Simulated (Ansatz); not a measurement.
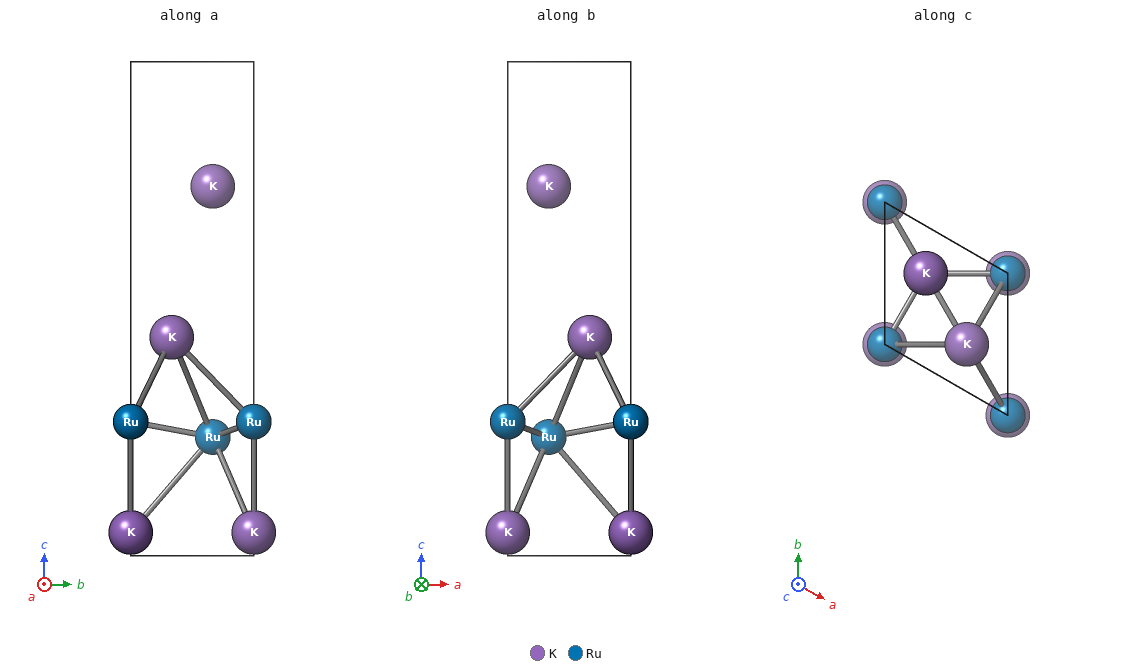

We look at a ball-and-stick model of the crystal along the a axis, along the b axis and along the c axis. The edges of the conventional unit cell are marked.

Lattice parameters: a = 4.045 Å, b = 4.045 Å, c = 14.060 Å, α = 90.00°, β = 90.00°, γ = 120.00°.

> Transcribe the picture into a table of Wyckoff sites, with free fractional coordinates to two decimals.

Space group P3m1 (No. 156).
```
atom  site       x       y     z
   K    1a    0.00    0.00  0.05
   K    1c  0.6667  0.3333  0.44
   K    1b  0.3333  0.6667  0.75
  Ru    1b  0.3333  0.6667  0.24
  Ru    1a    0.00    0.00  0.27
```

It goes back to a structure type filled with these elements by a generator (whether the compound takes this form wasn't checked). This is the structure after a relaxation with Ansatz, DFT PBE, scalar-relativistic, plane waves, PAW.
